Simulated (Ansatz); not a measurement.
# Profile along the Sb–In line in InSb (zinc blende)

InSb (zinc blende)

Space group F-43m (No. 216); a = b = c = 6.635 Å, α = β = γ = 90.00°

```tsv
atom	site	symmetry	x	y	z
Sb	4c	-43m	0.2500	0.2500	0.2500
In	4a	-43m	0.0000	0.0000	0.0000
```
(The calculation used a cell of 2 atoms; values per cell refer to that cell.)

Fields along a shortest Sb–In line of a {110} plane (2.87 Å), from Sb to In, interpolated on the slice's grid (step about 0.3 Å). Level of theory: PBE (plane waves to 420 eV, PAW, scalar-relativistic; Ansatz, a quantum-chemistry and plane-wave program). k mesh 12×12×12. These are valence fields of a PAW run, semicore shells included where kept as valence: close to a nucleus they are smooth pseudo fields. At this level the bands of InSb touch or barely overlap; measurements give the solid a gap. InSb was relaxed with its symmetry unable to fall. Spin-orbit coupling is left out, though Sb is heavy.

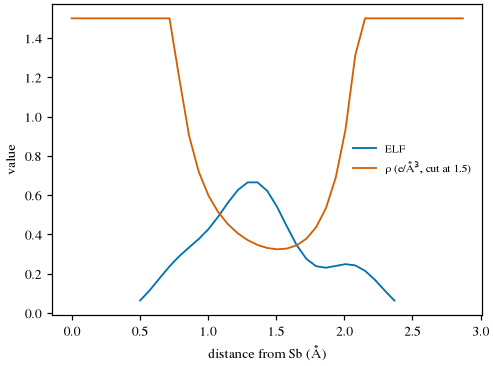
Figure: ELF (away from the nuclei) and valence density from Sb to In.

Density on the Sb–In line (2.87 Å) at its density minimum, 1.5 Å from Sb: 0.32 e/Å³. ELF at that point: 0.5. ELF maximum in the middle third of the Sb–In line: 0.67, 1.4 Å from Sb.
